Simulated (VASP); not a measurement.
Band structure of KCl (rock salt). Level of theory: LDA (Ceperley-Alder, Perdew-Zunger), VASP's LDA PAW potentials (set 64) (plane waves; VASP).

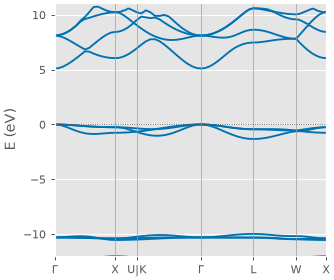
Figure. Bands along high-symmetry lines, zero at the valence-band maximum or, without a gap, the Fermi level

Read the plot: is there a gap, and where are the band edges?

The gap is direct, 5.10 eV, from the valence maximum at Γ to the conduction minimum at Γ. (Edges off the drawn lines would not show.)

Measured: gap 8.50 eV (computed value off by -3.40 eV), as given by David Koller et al., Journal of Physics Condensed Matter (2013), arXiv:1304.4470.

The compound is KCl in the rock salt structure. It was relaxed first, which changed the volume by -9 %.
